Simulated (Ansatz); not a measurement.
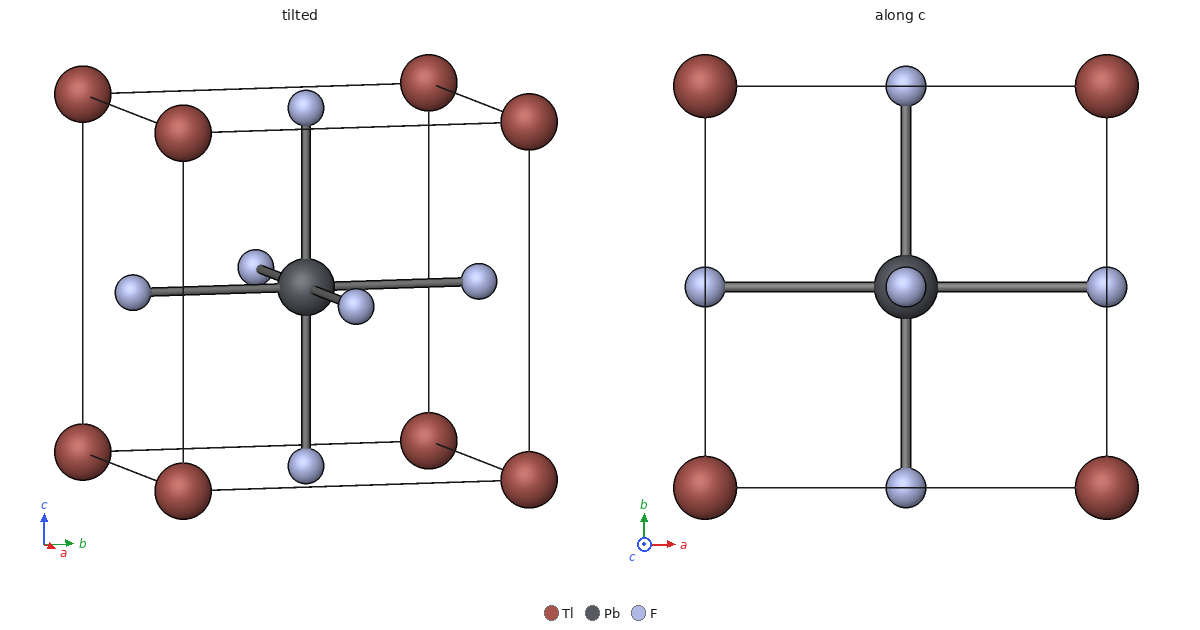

Drawn in the ball-and-stick manner and seen slightly off an axis and along the c axis. The parallelepiped is the conventional unit cell.

TlPbF₃, cubic perovskite, space group Pm-3m (No. 221), a = 4.898 Å, b = 4.898 Å, c = 4.898 Å, α = 90.00°, β = 90.00°, γ = 90.00°. The structure was taken from a structure type filled with these elements by a generator (whether the compound takes this form wasn't checked). The cell was then strained or its atoms displaced on purpose. It was run through Ansatz as a DFT input.

This one geometry was computed with Ansatz (DFT, plane waves, PAW) at three levels of theory: HSE06, r2SCAN and PBE. It was relaxed with r2SCAN and then strained.

Q: Which level gives the highest pressure at this volume, and what does that say about its equilibrium volume?

A: Highest: PBE (-1.0 GPa), which points to the largest equilibrium volume. Lowest, with the smallest volume: r2SCAN (-2.9 GPa). Levels within 0.5 GPa of each other can't be told apart.

Q: How does the band gap change with the level of theory?

A: PBE: a gap of 1.98 eV, indirect; r2SCAN: a gap of 2.25 eV, indirect; HSE06: a gap of 2.90 eV, indirect.

Q: Collect the results in a table.

A:
| level | cutoff (eV) | k-mesh of the run's cell | gap (eV) | pressure (GPa) |
| --- | --- | --- | --- | --- |
| HSE06 | 420 | 4×4×4 | 2.90 | -1.7 |
| r2SCAN | 500 | 6×6×6 | 2.25 | -2.9 |
| PBE | 420 | 6×6×6 | 1.98 | -1.0 |

Gaps are taken on the k-mesh or band path of each run.
